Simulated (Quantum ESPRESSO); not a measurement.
## Convergence series on Ti3Ag (Pm-3m, 4 atoms in the cell)

```yaml
crystal:
  lattice:
    - [4.09881, 0.00000, 0.00000]
    - [0.00000, 4.09881, 0.00000]
    - [0.00000, 0.00000, 4.09881]
  atoms:
    - { symbol: Ti, position: [0.50000, 0.50000, 0.00000] }
    - { symbol: Ti, position: [0.00000, 0.50000, 0.50000] }
    - { symbol: Ti, position: [0.50000, 0.00000, 0.50000] }
    - { symbol: Ag, position: [0.00000, 0.00000, 0.00000] }
```

Method of the run: PBEsol, PseudoDojo standard norm-conserving (PBESOL) pseudopotentials (plane waves; Quantum ESPRESSO 7.5).

The starting cell comes from a database of computed structures (which also holds hypothetical and non-ambient phases and stackings), without a prior relaxation at this level. Spin polarisation is off. In the base run, with a pressure of about -5 GPa the cell is away from its equilibrium volume at this level.

Held fixed: ecutwfc = 85 Ry; occupations = smearing; smearing = gauss; degauss = 0.0099958 Ry; potentials = {Ti: Ti.upf, Ag: Ag.upf}; conv_thr = 1e-10 Ry.

ΔF is the free energy per atom less that of the last row (automatic 16 16 16 0 0 0).

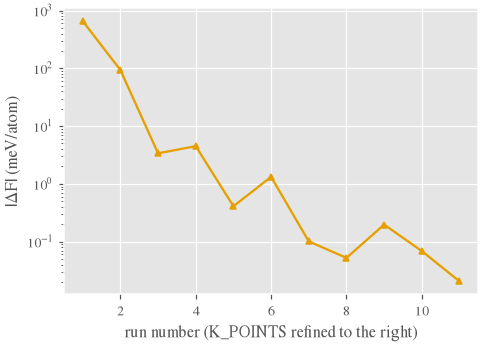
Figure: Size of the energy error against the last run of the series; values under 0.01 meV/atom are drawn at 0.01.

```csv
K_POINTS,ΔF (meV/atom),pressure (GPa),k-points,iterations
automatic 1 1 1 0 0 0,-656.6,-28.18,1,13
automatic 2 2 2 0 0 0,-93.3,-7.55,4,14
automatic 3 3 3 0 0 0,3.4,-4.98,4,16
automatic 4 4 4 0 0 0,4.5,-4.93,10,12
automatic 5 5 5 0 0 0,-0.41,-5.27,10,13
automatic 6 6 6 0 0 0,-1.32,-5.22,20,13
automatic 7 7 7 0 0 0,-0.10,-5.18,20,13
automatic 8 8 8 0 0 0,0.05,-5.15,35,15
automatic 9 9 9 0 0 0,0.20,-5.18,35,14
automatic 11 11 11 0 0 0,-0.07,-5.18,56,13
automatic 13 13 13 0 0 0,0.02,-5.18,84,13
automatic 16 16 16 0 0 0,0.00,-5.18,165,13
```

Energy within 1 meV/atom of the last row: from K_POINTS = automatic 7 7 7 0 0 0 on; the one before it is off by 1.3 meV/atom.
